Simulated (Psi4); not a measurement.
# singlet CH3ClIn+ at 3 levels

We compute a comparison of 3 runs (B3LYP/def2-SVP, PBE0/def2-SVP, wB97X/def2-SVP) of singlet CH3ClIn+. 

Program for the calculation: Psi4 1.11.

## (1) The structure to begin with

CH3ClIn+: 6 atoms, total charge +1, spin state singlet. As SMILES of the parent species, `[CH3][In][Cl]`. The coordinates come from a PBE0-D4/def2-TZVP relaxation. That shape belongs to the parent species and isn't relaxed for this state.

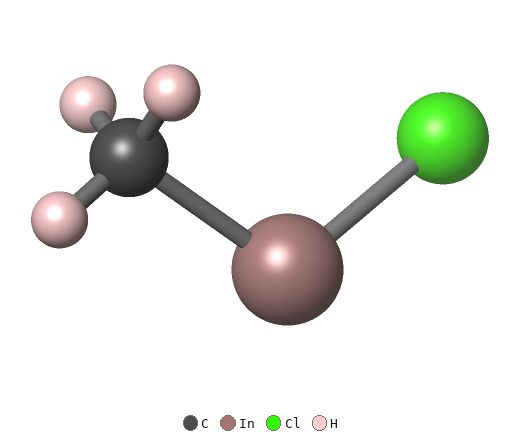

The structure, seen from a chosen angle (carbon dark grey, indium brown, chlorine green, hydrogen pink).

## (2) Energy and gradient at B3LYP/def2-SVP (core potential) (run 1)

The input, calc.dat:

```
memory 1600 mb

molecule system {
  1 1
  C
  In 1 2.213584
  Cl 2 2.382865 1 112.17299
  H 1 1.090143 2 106.03448 3 58.60162
  H 1 1.087088 4 111.63849 2 -120.38508
  H 1 1.090254 5 111.62199 4 124.51137
  symmetry c1
}

set {
  basis def2-SVP
  puream true
  e_convergence 1e-09
  d_convergence 1e-08
  scf_type pk
  dft_radial_points 99
  dft_spherical_points 590
}

energy_value, wavefunction = gradient("b3lyp", return_wfn=True)
oeprop(wavefunction, "QUADRUPOLE", "LOWDIN_CHARGES", "DIPOLE", title="B3LYP")
```

The run is started by

```console
$ psi4 -n 1 calc.dat calc.out
```

calc.out:

```text
[...]
    !!!  WARNING: ECP capability is in beta. Please check occupations closely.  !!!
[...]
  Running in c1 symmetry.
[...]
  Nuclear repulsion =  151.824048164443127
[...]
  Multiplicity = 1
[...]
  Nalpha       = 23
  Nbeta        = 23
[...]
    Number of basis functions: 73
[...]
   @RKS iter   1:  -689.54704235131260   -6.38218e-01   1.00658e-02 ADIIS/DIIS
[...]
   @RKS iter  13:  -689.88577337847823   -1.59162e-12   1.89297e-09 DIIS
[...]
  @RKS Final Energy:  -689.88577337847823
   => Energetics <=
    Nuclear Repulsion Energy =            151.8240481644431270
    One-Electron Energy =               -1315.3348232105156512
    Two-Electron Energy =                 515.0720928645382628
    DFT Exchange-Correlation Energy =     -41.4470911969440294
    Empirical Dispersion Energy =           0.0000000000000000
    VV10 Nonlocal Energy =                  0.0000000000000000
    Total Energy =                       -689.8857733784782340
[...]
  -Total Gradient:
     Atom            X                  Y                   Z
    ------   -----------------  -----------------  -----------------
       1       -0.000075998075    -0.015241715984     0.011070323361
       2        0.000000055911     0.033099940247     0.006272756603
       3       -0.000000450606    -0.018073631037    -0.004101218170
       4        0.008798635763     0.003609823064    -0.007023652193
       5        0.000035447794    -0.006879099864     0.000803145232
       6       -0.008757673365     0.003485319905    -0.007005765638
[...]
```

It took 11 s on 1 thread of Intel Xeon 6975P-C (Granite Rapids), shared host; peak memory 0.84 GiB.

## (3) Energy and forces at PBE0/def2-SVP (core potential) (run 2)

The input, input.dat:

```
memory 1600 MB

molecule molecule1 {
  1 1
  C
  In 1 R2
  Cl 2 R3 1 A3
  H 1 R4 2 A4 3 D4
  H 1 R5 4 A5 2 D5
  H 1 R6 5 A6 4 D6

  R2 = 2.213584
  R3 = 2.382865
  A3 = 112.17299
  R4 = 1.090143
  A4 = 106.03448
  D4 = 58.60162
  R5 = 1.087088
  A5 = 111.63849
  D5 = -120.38508
  R6 = 1.090254
  A6 = 111.62199
  D6 = 124.51137
  units angstrom
  symmetry c1
}

set puream true
set e_convergence 1e-09
set d_convergence 1e-08
set scf_type pk
set dft_radial_points 99
set dft_spherical_points 590

e, wfn = gradient("pbe0/def2-SVP", return_wfn=True)
oeprop(wfn, "MAYER_INDICES", "LOWDIN_CHARGES", "DIPOLE", title="PBE0")
print_variables()
```

The run is started by

```console
$ psi4 -n 1 input.dat output.dat
```

output.dat:

```text
[...]
    !!!  WARNING: ECP capability is in beta. Please check occupations closely.  !!!
[...]
  Running in c1 symmetry.
[...]
  Nuclear repulsion =  151.824048164443127
[...]
  Multiplicity = 1
[...]
  Nalpha       = 23
  Nbeta        = 23
[...]
    Number of basis functions: 73
[...]
   @RKS iter   1:  -689.30819628488871   -7.08138e-01   9.24684e-03 ADIIS/DIIS
[...]
   @RKS iter  13:  -689.60013075060363   -6.82121e-13   1.62709e-09 DIIS
[...]
  @RKS Final Energy:  -689.60013075060363
   => Energetics <=
    Nuclear Repulsion Energy =            151.8240481644431270
    One-Electron Energy =               -1315.3338695995239505
    Two-Electron Energy =                 512.6082131836213875
    DFT Exchange-Correlation Energy =     -38.6985224991442394
    Empirical Dispersion Energy =           0.0000000000000000
    VV10 Nonlocal Energy =                  0.0000000000000000
    Total Energy =                       -689.6001307506036255
[...]
  -Total Gradient:
     Atom            X                  Y                   Z
    ------   -----------------  -----------------  -----------------
       1       -0.000077475962    -0.015786591366     0.003581564490
       2        0.000000084418     0.038867965425     0.010666907098
       3       -0.000000289389    -0.023409828976    -0.002261879803
       4        0.008683656582     0.003615639185    -0.006671382194
       5        0.000034828677    -0.006776497470     0.001351274787
       6       -0.008640802639     0.003490514301    -0.006652407153
[...]
```

Wall time 11 s (1 thread of Intel Xeon 6975P-C (Granite Rapids), shared host); peak memory 0.84 GiB.

## (4) Energy and forces at wB97X/def2-SVP (core potential) (run 3)

The input, job.in:

```
memory 1600 MB

molecule geom {
  1 1
  C      0.740500    -0.195100    -0.316400
  In    -1.031600     1.116800    -0.120100
  Cl    -2.649300     0.223900     1.384500
  H      0.366000    -1.156300    -0.668900
  H      1.457300     0.235100    -1.011300
  H      1.159000    -0.288400     0.686000
  symmetry c1
}

set basis def2-SVP
set puream true
set e_convergence 1e-09
set d_convergence 1e-08
set scf_type pk
set dft_radial_points 99
set dft_spherical_points 590

energy_value, wavefunction = gradient("wb97x", return_wfn=True)
oeprop(wavefunction, "WIBERG_LOWDIN_INDICES", "LOWDIN_CHARGES", "DIPOLE")
```

The run is started by

```console
$ psi4 -i job.in -o job.out -n 1
```

job.out:

```text
[...]
    !!!  WARNING: ECP capability is in beta. Please check occupations closely.  !!!
[...]
  Running in c1 symmetry.
[...]
  Nuclear repulsion =  151.824057039081680
[...]
  Multiplicity = 1
[...]
  Nalpha       = 23
  Nbeta        = 23
[...]
    Number of basis functions: 73
[...]
   @RKS iter   1:  -689.57742623528407   -9.94814e-01   7.65914e-03 DIIS/ADIIS
[...]
   @RKS iter  13:  -689.81921550382674   -9.66338e-12   8.47507e-09 DIIS
[...]
  @RKS Final Energy:  -689.81921550382674
   => Energetics <=
    Nuclear Repulsion Energy =            151.8240570390816799
    One-Electron Energy =               -1315.3270341919601378
    Two-Electron Energy =                 511.0012315875590616
    DFT Exchange-Correlation Energy =     -37.3174699385074149
    Empirical Dispersion Energy =           0.0000000000000000
    VV10 Nonlocal Energy =                  0.0000000000000000
    Total Energy =                       -689.8192155038268538
[...]
  -Total Gradient:
     Atom            X                  Y                   Z
    ------   -----------------  -----------------  -----------------
       1       -0.006044812008    -0.011819815824     0.010895879664
       2        0.009079018227     0.035842617009    -0.027991701401
       3       -0.010570269084    -0.018979469202     0.018165200271
       4        0.009900490062     0.002402934892     0.003433396587
       5       -0.004290486501    -0.002546151088     0.004144498500
       6        0.002713434276    -0.005444984844    -0.008761382185
[...]
```

It took 13 s on 1 thread of Intel Xeon 6975P-C (Granite Rapids), shared host; peak memory 0.86 GiB.

## (5) Overview of the runs

| run | level | energy (Eh) | HOMO energy (eV) | LUMO energy (eV) | HOMO–LUMO gap (eV) | wall time |
| --- | --- | --- | --- | --- | --- | --- |
| 1 | B3LYP/def2-SVP (core potential) | -689.885773 | -13.49 | -10.22 | 3.27 | 11 s |
| 2 | PBE0/def2-SVP (core potential) | -689.600131 | -13.76 | -9.99 | 3.77 | 11 s |
| 3 | wB97X/def2-SVP (core potential) | -689.819216 | -16.08 | -8.13 | 7.95 | 13 s |

## (6) What came out

| quantity | value |
| --- | --- |
| run 3: total energy | -689.81922 Eh |
| run 3: HOMO energy | -16.08 eV |
| run 3: LUMO energy | -8.13 eV |
| run 3: HOMO–LUMO gap | 7.95 eV |
| run 3: largest force on an atom | 2.385 eV/Å |

What this shows: The HOMO–LUMO gap runs from 3.27 eV (B3LYP/def2-SVP) to 7.95 eV (wB97X/def2-SVP). Totals of different functionals can't be ranked against each other. All runs together took 34 s, the longest 13 s.
